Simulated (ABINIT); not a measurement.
# CdS (Greenockite): G0W0 with ABINIT, start to end, part 2 of 3

How does a plane-wave GW calculation on CdS (Greenockite) run from the first input to the gap?

ABINIT 10.8.3; PBE and many-body steps on it, plane waves. Known limits of the many-body steps: not at the basis limit; no spin-orbit coupling; coarse k mesh.

So far. Step 2 (Ground state): The gap is direct, at Γ.

The database entry behind the starting cell differs from later determinations by our own check (about 0.35 % long), so it need not match the best structure at ambient conditions.

### Step 3. Bands along the symmetry lines

Level of this step: DFT, PBE, plane waves, norm-conserving pseudopotentials (ABINIT).

The cheap functional maps the bands first; the places of the edges decide which points the dearer methods must see.

Contents of run.abi:

```
acell 3*1.0 Angstrom
rprim 
  4.149999999997 0.000000000001 0.000000000000
  -2.074999999999 3.594005425702 0.000000000000
  0.000000000000 0.000000000000 6.737000000000
ntypat 2
znucl 48 16
natom 4
typat 1 1 2 2
xred 
  0.333333333333 0.666666666667 0.000000000000
  0.666666666667 0.333333333333 0.500000000000
  0.333333333333 0.666666666667 0.375000000000
  0.666666666667 0.333333333333 0.875000000000
pp_dirpath "pseudos"
pseudos "Cd.upf, S.upf"
ecut 47
iscf -2
irdden 1
kptopt 0
nkpt 39
kpt 
  0.00000000 0.00000000 0.00000000
  0.12500000 0.00000000 0.00000000
  0.25000000 0.00000000 0.00000000
  0.37500000 0.00000000 0.00000000
  0.50000000 0.00000000 0.00000000
  0.45833333 0.08333333 0.00000000
  0.41666666 0.16666666 0.00000000
  0.37500000 0.25000000 0.00000000
  0.33333333 0.33333333 0.00000000
  0.25000000 0.25000000 0.00000000
  0.16666666 0.16666666 0.00000000
  0.08333333 0.08333333 0.00000000
  0.00000000 0.00000000 0.00000000
  0.00000000 0.00000000 0.12500000
  0.00000000 0.00000000 0.25000000
  0.00000000 0.00000000 0.37500000
  0.00000000 0.00000000 0.50000000
  0.12500000 0.00000000 0.50000000
  0.25000000 0.00000000 0.50000000
  0.37500000 0.00000000 0.50000000
  0.50000000 0.00000000 0.50000000
  0.45833333 0.08333333 0.50000000
  0.41666666 0.16666666 0.50000000
  0.37500000 0.25000000 0.50000000
  0.33333333 0.33333333 0.50000000
  0.25000000 0.25000000 0.50000000
  0.16666666 0.16666666 0.50000000
  0.08333333 0.08333333 0.50000000
  0.00000000 0.00000000 0.50000000
  0.50000000 0.00000000 0.50000000
  0.50000000 0.00000000 0.37500000
  0.50000000 0.00000000 0.25000000
  0.50000000 0.00000000 0.12500000
  0.50000000 -0.00000000 0.00000000
  0.33333333 0.33333333 0.50000000
  0.33333333 0.33333333 0.37500000
  0.33333333 0.33333333 0.25000000
  0.33333333 0.33333333 0.12500000
  0.33333333 0.33333333 0.00000000
istwfk *1
nband 33
nbdbuf 2
tolwfr 1e-08
nstep 40
prtwf 0
prtvol 0
indata_prefix "in"
outdata_prefix "out"
tmpdata_prefix "tmp"
```

The run is started by

```console
$ OMP_NUM_THREADS=1 mpirun -n 8 abinit run.abi > log
```

Numbers of over 12 decimals in the logs are rounded to 6 here.

The log of the run:

```text
.Version 10.8.3 of ABINIT. v10.8.2 released Aug 2026.

 Symmetries : space group P6_3 m c (#186); Bravais hP (primitive hexag.)
[... echo of the input left out ...]
== DATASET  1 ==================================================================
-   mpi_nproc: 8, omp_nthreads: 1 (-1 if OMP is not activated)

--- !DatasetInfo
iteration_state: {dtset: 1, }
dimensions: {natom: 4, nkpt: 39, mband: 33, nsppol: 1, nspinor: 1, nspden: 1, mpw: 10466, }
cutoff_energies: {ecut:  47.0, pawecutdg:  -1.0, }
electrons: {nelect:   5.20000000E+01, charge:   0.00000000E+00, occopt:   1.00000000E+00, tsmear:   1.00000000E-02, }

 Real(R)+Recip(G) space primitive vectors, cartesian coordinates (Bohr,Bohr^-1):
 R(1)=  7.8423634  0.0000000  0.0000000  G(1)=  0.1275126  0.0736194  0.0000000
 R(2)= -3.9211817  6.7916859  0.0000000  G(2)=  0.0000000  0.1472388  0.0000000
 R(3)=  0.0000000  0.0000000 12.7310849  G(3)=  0.0000000  0.0000000  0.0785479
 Unit cell volume ucvol=  6.7809411E+02 bohr^3
 Angles (23,13,12)=  9.00000000E+01  9.00000000E+01  1.20000000E+02 degrees

 getcut: wavevector=  0.0000  0.0000  0.0000  ngfft=  50  50  80
         ecut(hartree)=     47.000   => boxcut(ratio)=   2.03615

--- Pseudopotential description ------------------------------------------------
- Cd Generated using ONCVPSP code by D. R. Hamann
- 48.00000  20.00000  171031                  znucl, zion, pspdat
12 -101130 2 -1 1368                          pspcod,pspxc,lmax,lloc,mmax
     nproj     2     2     2
  pspatm : epsatm=   23.16453630
         --- l  ekb(1:nproj) -->
             0   51.917189    3.534234
             1    8.636196    1.282240
             2    0.687672   -0.678465
 pspatm: atomic psp has been read  and splines computed

- S Generated using ONCVPSP code by D. R. Hamann
- 16.00000   6.00000  171031                  znucl, zion, pspdat
12 -101130 2 -1 1146                          pspcod,pspxc,lmax,lloc,mmax
     nproj     2     2     2
  pspatm : epsatm=    9.01821529
         --- l  ekb(1:nproj) -->
[...]
pspatm: atomic psp has been read  and splines computed

--------------------------------------------------------------------------------

================================================================================
 prteigrs : about to open file out_EIG
 Non-SCF case, kpt    1 (  0.00000  0.00000  0.00000), residuals and eigenvalues=
  4.19E-09  3.82E-09  6.55E-09  4.47E-09  2.57E-09  6.13E-09  2.73E-09  8.09E-09
  2.86E-09  4.86E-09  4.75E-09  5.88E-09  6.72E-09  2.68E-09  5.30E-09  3.04E-09
  4.96E-09  7.02E-09  6.65E-09  8.10E-09  6.21E-09  7.46E-09  6.01E-09  2.10E-09
[...]
7.95E-05
 -3.5688E+00 -3.5687E+00 -2.1380E+00 -2.1380E+00 -2.1379E+00 -2.1379E+00
 -2.1379E+00 -2.1379E+00 -2.9514E-01 -2.7942E-01 -1.2671E-01 -1.2578E-01
 -1.2578E-01 -1.2266E-01 -1.2266E-01 -1.1137E-01 -1.1137E-01 -1.0811E-01
[...]
1.29E-05
[...]
Non-SCF case, kpt   38 (  0.33333  0.33333  0.12500), residuals and eigenvalues=
[...]
Non-SCF case, kpt   39 (  0.33333  0.33333  0.00000), residuals and eigenvalues=
[...]
-9.0672E-02 -9.0672E-02  2.2522E-02  2.2522E-02  4.4602E-02  8.8961E-02
  8.8961E-02  9.7912E-02  3.2676E-01  3.4227E-01  3.4227E-01  4.1885E-01
[...]
--- !ResultsGS
iteration_state: {dtset: 1, }
comment   : Summary of ground state results
lattice_vectors:
- [  7.8423634,   0.0000000,   0.0000000, ]
- [ -3.9211817,   6.7916859,   0.0000000, ]
- [  0.0000000,   0.0000000,  12.7310849, ]
lattice_lengths: [   7.84236,    7.84236,   12.73108, ]
lattice_angles: [ 90.000,  90.000, 120.000, ] # degrees, (23, 13, 12)
lattice_volume:   6.7809411E+02
convergence: {deltae:  0.000E+00, res2:  0.000E+00, residm:  9.992E-09, diffor:  0.000E+00, }
etotal    :  -3.72830653E+02
entropy   :   0.00000000E+00
fermie    :   1.56514680E-01
cartesian_stress_tensor: null
pressure_GPa: null
xred      :
- [  3.3333E-01,   6.6667E-01,   0.0000E+00, Cd]
- [  6.6667E-01,   3.3333E-01,   5.0000E-01, Cd]
- [  3.3333E-01,   6.6667E-01,   3.7500E-01,  S]
- [  6.6667E-01,   3.3333E-01,   8.7500E-01,  S]
cartesian_forces: null
force_length_stats: {min: null, max: null, mean: null, }

 Integrated electronic density in atomic spheres:
 ------------------------------------------------
 Atom  Sphere_radius  Integrated_density
[...]
================================================================================

 ----iterations are completed or convergence reached----

 Mean square residual over all n,k,spin=   49.970E-10; max=  99.916E-10
 reduced coordinates (array xred) for    4 atoms
[...]
0.333333333333      0.666666666667      0.375000000000
       0.666666666667      0.333333333333      0.875000000000

 cartesian coordinates (angstrom) at end:
    1     -3.3e-13     2.396004     0.000000
    2      2.075000     1.198002     3.368500
    3     -3.3e-13     2.396004     2.526375
    4      2.075000     1.198002     5.894875
 length scales=  1.889726125908  1.889726125908  1.889726125908 bohr
              =  1.000000000000  1.000000000000  1.000000000000 angstroms
 prteigrs : about to open file out_EIG
 Eigenvalues (hartree) for nkpt=  39  k points:
 kpt#   1, nband= 33, wtk=  1.00000, kpt=  0.0000  0.0000  0.0000 (reduced coord)
[...]
kpt#   2, nband= 33, wtk=  1.00000, kpt=  0.1250  0.0000  0.0000 (reduced coord)
[...]
kpt#   3, nband= 33, wtk=  1.00000, kpt=  0.2500  0.0000  0.0000 (reduced coord)
[...]
kpt#  38, nband= 33, wtk=  1.00000, kpt=  0.3333  0.3333  0.1250 (reduced coord)
[...]
0.48591
 kpt#  39, nband= 33, wtk=  1.00000, kpt=  0.3333  0.3333  0.0000 (reduced coord)
[...]
-0.11064   -0.10861   -0.09067   -0.09067    0.02252    0.02252    0.04460    0.08896
   0.08896    0.09791    0.32676    0.34227    0.34227    0.41885    0.42808    0.42808
   0.47372

== END DATASET(S) ==============================================================
================================================================================

 -outvars: echo values of variables after computation  --------
            nband          33
             nkpt          39
          spgroup         186
 [... the other variables as echoed above ...]

 Calculation completed.
```

Elapsed: 53 s, on 8 MPI ranks of Arm Neoverse V1, shared host; peak memory 0.82 GiB; 7 min of CPU time.

Numbers from this step:

| Item | Value |
| --- | --- |
| gap | 1.175 eV |
| k of the valence top | 0, 0, 0 |
| k of the conduction bottom | 0, 0, 0 |
| least direct gap | 1.175 eV |

The gap is 1.175 eV, as in the run before at this level.

Electronic bands along the path, in eV, zero at the top of the highest filled band:

```tsv
point	band 23	band 24	band 25	band 26	band 27	band 28	band 29	band 30
Γ	-0.76	-0.05	0.00	0.00	1.18	2.76	6.44	6.44
M	-2.63	-1.85	-1.29	-0.73	3.69	3.86	5.09	6.36
K	-3.05	-1.84	-1.84	-1.59	4.63	5.05	5.05	7.14
Γ	-0.76	-0.05	0.00	0.00	1.18	2.76	6.44	6.44
A	-0.39	-0.39	-0.39	-0.39	2.82	2.82	6.16	6.16
L	-1.32	-1.32	-1.32	-1.32	3.46	3.46	5.36	5.36
H	-2.38	-2.38	-1.11	-1.11	4.36	4.36	6.08	6.08
A	-0.39	-0.39	-0.39	-0.39	2.82	2.82	6.16	6.16
jump to L	-1.32	-1.32	-1.32	-1.32	3.46	3.46	5.36	5.36
M	-2.63	-1.85	-1.29	-0.73	3.69	3.86	5.09	6.36
jump to H	-2.38	-2.38	-1.11	-1.11	4.36	4.36	6.08	6.08
K	-3.05	-1.84	-1.84	-1.59	4.63	5.05	5.05	7.14
```

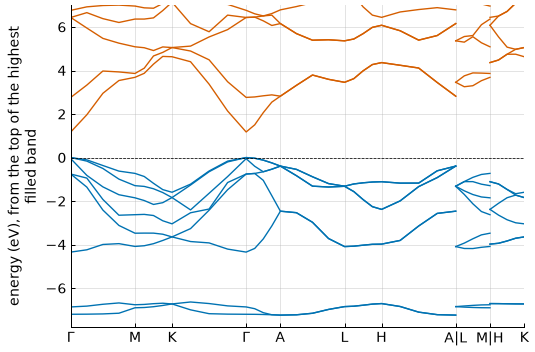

Electronic bands along the path; lines of filled and empty bands in two colours.

### Step 4. Empty states on the mesh, 3×3×2 mesh, 91 bands

The sums over transitions need many empty states on a uniform mesh; this step solves for them.

Contents of run.abi:

```
acell 3*1.0 Angstrom
rprim 
  4.149999999997 0.000000000001 0.000000000000
  -2.074999999999 3.594005425702 0.000000000000
  0.000000000000 0.000000000000 6.737000000000
ntypat 2
znucl 48 16
natom 4
typat 1 1 2 2
xred 
  0.333333333333 0.666666666667 0.000000000000
  0.666666666667 0.333333333333 0.500000000000
  0.333333333333 0.666666666667 0.375000000000
  0.666666666667 0.333333333333 0.875000000000
pp_dirpath "pseudos"
pseudos "Cd.upf, S.upf"
ecut 47
ngkpt 3 3 2
nshiftk 1
shiftk 0 0 0
kptopt 1
chksymbreak 0
iscf -2
irdden 1
istwfk *1
nband 91
nbdbuf 8
tolwfr 1e-09
nstep 60
prtvol 0
indata_prefix "in"
outdata_prefix "out"
tmpdata_prefix "tmp"
```

The run is started by

```console
$ OMP_NUM_THREADS=1 mpirun -n 6 abinit run.abi > log
```

The log of the run:

```text
.Version 10.8.3 of ABINIT. v10.8.2 released Aug 2026.

 Symmetries : space group P6_3 m c (#186); Bravais hP (primitive hexag.)
[... echo of the input left out ...]
== DATASET  1 ==================================================================
-   mpi_nproc: 6, omp_nthreads: 1 (-1 if OMP is not activated)

--- !DatasetInfo
iteration_state: {dtset: 1, }
dimensions: {natom: 4, nkpt: 6, mband: 91, nsppol: 1, nspinor: 1, nspden: 1, mpw: 10458, }
cutoff_energies: {ecut:  47.0, pawecutdg:  -1.0, }
electrons: {nelect:   5.20000000E+01, charge:   0.00000000E+00, occopt:   1.00000000E+00, tsmear:   1.00000000E-02, }

 Real(R)+Recip(G) space primitive vectors, cartesian coordinates (Bohr,Bohr^-1):
 R(1)=  7.8423634  0.0000000  0.0000000  G(1)=  0.1275126  0.0736194  0.0000000
 R(2)= -3.9211817  6.7916859  0.0000000  G(2)=  0.0000000  0.1472388  0.0000000
 R(3)=  0.0000000  0.0000000 12.7310849  G(3)=  0.0000000  0.0000000  0.0785479
 Unit cell volume ucvol=  6.7809411E+02 bohr^3
 Angles (23,13,12)=  9.00000000E+01  9.00000000E+01  1.20000000E+02 degrees

 getcut: wavevector=  0.0000  0.0000  0.0000  ngfft=  50  50  80
         ecut(hartree)=     47.000   => boxcut(ratio)=   2.03615

--- Pseudopotential description ------------------------------------------------
- Cd Generated using ONCVPSP code by D. R. Hamann
- 48.00000  20.00000  171031                  znucl, zion, pspdat
12 -101130 2 -1 1368                          pspcod,pspxc,lmax,lloc,mmax
     nproj     2     2     2
  pspatm : epsatm=   23.16453630
         --- l  ekb(1:nproj) -->
             0   51.917189    3.534234
             1    8.636196    1.282240
             2    0.687672   -0.678465
 pspatm: atomic psp has been read  and splines computed

- S Generated using ONCVPSP code by D. R. Hamann
- 16.00000   6.00000  171031                  znucl, zion, pspdat
12 -101130 2 -1 1146                          pspcod,pspxc,lmax,lloc,mmax
     nproj     2     2     2
  pspatm : epsatm=    9.01821529
         --- l  ekb(1:nproj) -->
[...]
pspatm: atomic psp has been read  and splines computed

--------------------------------------------------------------------------------

================================================================================
 prteigrs : about to open file out_EIG
 Non-SCF case, kpt    1 (  0.00000  0.00000  0.00000), residuals and eigenvalues=
  8.15E-10  9.22E-10  2.91E-10  5.32E-10  3.48E-10  3.69E-10  4.79E-10  7.41E-10
  1.91E-10  9.57E-10  4.28E-10  1.05E-10  4.83E-10  3.68E-10  9.12E-10  2.86E-10
  6.42E-10  3.92E-10  8.45E-10  6.92E-10  3.97E-10  1.56E-10  3.27E-10  1.09E-10
[...]
-3.5688E+00 -3.5687E+00 -2.1380E+00 -2.1380E+00 -2.1379E+00 -2.1379E+00
 -2.1379E+00 -2.1379E+00 -2.9514E-01 -2.7942E-01 -1.2671E-01 -1.2578E-01
 -1.2578E-01 -1.2266E-01 -1.2266E-01 -1.1137E-01 -1.1137E-01 -1.0811E-01
[...]
1.4207E+00  1.4207E+00  1.4276E+00  1.4814E+00  1.4814E+00  1.4935E+00
  1.5052E+00  1.5052E+00  1.5399E+00  1.5511E+00  1.5627E+00  1.5628E+00
  1.5736E+00
 prteigrs : prtvol=0 or 1, do not print more k-points.

--- !ResultsGS
iteration_state: {dtset: 1, }
comment   : Summary of ground state results
lattice_vectors:
- [  7.8423634,   0.0000000,   0.0000000, ]
- [ -3.9211817,   6.7916859,   0.0000000, ]
- [  0.0000000,   0.0000000,  12.7310849, ]
lattice_lengths: [   7.84236,    7.84236,   12.73108, ]
lattice_angles: [ 90.000,  90.000, 120.000, ] # degrees, (23, 13, 12)
lattice_volume:   6.7809411E+02
convergence: {deltae:  0.000E+00, res2:  0.000E+00, residm:  9.962E-10, diffor:  0.000E+00, }
etotal    :  -3.72830653E+02
entropy   :   0.00000000E+00
fermie    :   1.56514680E-01
cartesian_stress_tensor: null
pressure_GPa: null
xred      :
- [  3.3333E-01,   6.6667E-01,   0.0000E+00, Cd]
- [  6.6667E-01,   3.3333E-01,   5.0000E-01, Cd]
- [  3.3333E-01,   6.6667E-01,   3.7500E-01,  S]
- [  6.6667E-01,   3.3333E-01,   8.7500E-01,  S]
cartesian_forces: null
force_length_stats: {min: null, max: null, mean: null, }

 Integrated electronic density in atomic spheres:
 ------------------------------------------------
 Atom  Sphere_radius  Integrated_density
[...]
================================================================================

 ----iterations are completed or convergence reached----

 Mean square residual over all n,k,spin=   45.300E-11; max=  99.617E-11
 reduced coordinates (array xred) for    4 atoms
[...]
0.666666666667      0.333333333333      0.875000000000

 cartesian coordinates (angstrom) at end:
    1     -3.3e-13     2.396004     0.000000
    2      2.075000     1.198002     3.368500
    3     -3.3e-13     2.396004     2.526375
    4      2.075000     1.198002     5.894875
 length scales=  1.889726125908  1.889726125908  1.889726125908 bohr
              =  1.000000000000  1.000000000000  1.000000000000 angstroms
 prteigrs : about to open file out_EIG
 Eigenvalues (hartree) for nkpt=   6  k points:
 kpt#   1, nband= 91, wtk=  0.05556, kpt=  0.0000  0.0000  0.0000 (reduced coord)
[...]
1.30950    1.30950    1.38340    1.39824    1.41360    1.41360    1.42068    1.42068
   1.42762    1.48145    1.48145    1.49349    1.50522    1.50522    1.53993    1.55106
   1.56267    1.56276    1.57360
 prteigrs : prtvol=0 or 1, do not print more k-points.

== END DATASET(S) ==============================================================
================================================================================

 -outvars: echo values of variables after computation  --------
            nband          91
             nkpt           6
          spgroup         186
 [... the other variables as echoed above ...]

 Calculation completed.
```

Run time: 42 s. Hardware: 6 MPI ranks; peak memory 0.6 GiB.

This step gave:

```yaml
gap: 1.175 eV
k_of_the_valence_top: 0, 0, 0
k_of_the_conduction_bottom: 0, 0, 0
least_direct_gap: 1.175 eV
k_points_computed: 6
lowest_point_of_the_top_converged_band_above_the_valence_top: 34.12 eV
```

On this mesh the gap is 1.175 eV.

### Step 5. Screening, 3×3×2 mesh, 83 bands, screening to 87.1 eV

The RPA dielectric matrix is built and inverted for each q.

This step: RPA screening on PBE, plane waves, norm-conserving pseudopotentials.

run.abi, as its differences from that of step 4:

```diff
@@ -22,10 +22,11 @@
 chksymbreak 0
-iscf -2
-irdden 1
 istwfk *1
-nband 91
-nbdbuf 8
-tolwfr 1e-09
-nstep 60
-prtvol 0
+occopt 1
+irdwfk 1
+optdriver 3
+nband 83
+ecuteps 3.2
+inclvkb 2
+awtr 1
+symchi 1
 indata_prefix "in"
```

The run is started by

```console
$ OMP_NUM_THREADS=1 mpirun -n 8 abinit run.abi > log
```

The log of the run:

```text
.Version 10.8.3 of ABINIT. v10.8.2 released Aug 2026.

 Symmetries : space group P6_3 m c (#186); Bravais hP (primitive hexag.)
[... echo of the input left out ...]
== DATASET  1 ==================================================================
-   mpi_nproc: 8, omp_nthreads: 1 (-1 if OMP is not activated)

--- !DatasetInfo
iteration_state: {dtset: 1, }
dimensions: {natom: 4, nkpt: 6, mband: 83, nsppol: 1, nspinor: 1, nspden: 1, mpw: 10458, }
cutoff_energies: {ecut:  47.0, pawecutdg:  -1.0, }
electrons: {nelect:   5.20000000E+01, charge:   0.00000000E+00, occopt:   1.00000000E+00, tsmear:   1.00000000E-02, }

 SCREENING: Calculation of the susceptibility and dielectric matrices

 Based on a program developped by R.W. Godby, V. Olevano, G. Onida, and L. Reining.
 Incorporated in ABINIT by V. Olevano, G.-M. Rignanese, and M. Torrent.
.Using double precision arithmetic ; gwpc =  8

[... cell and pseudopotentials left out ...]
--------------------------------------------------------------------------------

 ==== K-mesh for the wavefunctions ====
 Number of points in the irreducible wedge :     6
[... list of points left out ...]
 Together with 12 symmetry operations and time-reversal symmetry
 yields    18 points in the full Brillouin Zone.

 ==== Q-mesh for the screening function ====
 Number of points in the irreducible wedge :     6
[... list of points left out ...]
 Together with 12 symmetry operations and time-reversal symmetry
 yields    18 points in the full Brillouin Zone.

 setmesh: FFT mesh size selected  =    27x   27x   50
          total number of points  =        36450

 vcoul_init : cutoff-mode = AUXILIARY_FUNCTION
 q-points for optical limit:   1
     1)      0.000010    0.000020    0.000030

- screening: taking advantage of time-reversal symmetry
- Maximum band index for partially occupied states nbvw = 26
- Remaining bands to be divided among processors   nbcw = 57
- Number of bands treated by each node ~7

 Number of electrons calculated from density =   52.0000; Expected =   52.0000
 average of density, n =  0.076686
 r_s =    1.4602
 omega_plasma =   26.7124 [eV]

 calculating chi0 at frequencies [eV] :
  1    0.000000E+00    0.000000E+00
  2    0.000000E+00    2.671236E+01

--------------------------------------------------------------------------------
  q-point number  1        q = ( 0.000000, 0.000000, 0.000000) [r.l.u.]
--------------------------------------------------------------------------------
[... chi0 elements left out ...]
 For q-point:  0.000010 0.000020 0.000030
  dielectric constant =  13.8711
  dielectric constant without local fields =  14.6640

  Average fulfillment of the sum rule on Im[epsilon] for q-point    1 :     36.15  [%]
[... wings left out ...]
  q-point number  2        q = ( 0.333333, 0.000000, 0.000000) [r.l.u.]
--------------------------------------------------------------------------------
[... chi0 elements left out ...]
  Average fulfillment of the sum rule on Im[epsilon] for q-point    2 :     40.91  [%]

 [... 4 further q-points ...]
```

It took 19 s on 8 MPI ranks; peak memory 1.9 GiB.

This step gave:

```yaml
eps_infinity_with_local_fields_on_this_mesh_along_the_program_s_q_direction: 13.87
the_same_without_local_fields: 14.66
plasma_frequency: 26.71 eV
plane_waves_in_the_screening_matrix: 185
```

Local fields lower ε∞ by 5 %. On a Γ-centred mesh this coarse the value itself is usually too large, while a short band sum pulls it down.

(Continued in part 3 of 3.)

[Paths, hosts, dates, memory and timing lines, banners, echoed tables and standing remarks are left out of the program output.]

[Logs are printed without paths, hosts, clocks, repeated set-up lines and the standing remarks that a program may print on its own settings, such as how far it seeks lower states.]

[Runs of the session that timed out or met a known fault of the program may be left out.]

[Hosts, paths, dates, database ids (printed as entryN), source tags and the programs' standing remarks are cut or masked in the printed files.]

[G0W0 gaps are taken among the corrected bands and points alone; a level outside them can change the order at an edge.]

[Where Ansatz stands beside ABINIT at settings called matched, ABINIT's density can come from a denser mesh and the files from another edition; pairs whose starting gaps differed by over 0.03 eV were left out, so agreement reads better than it is.]
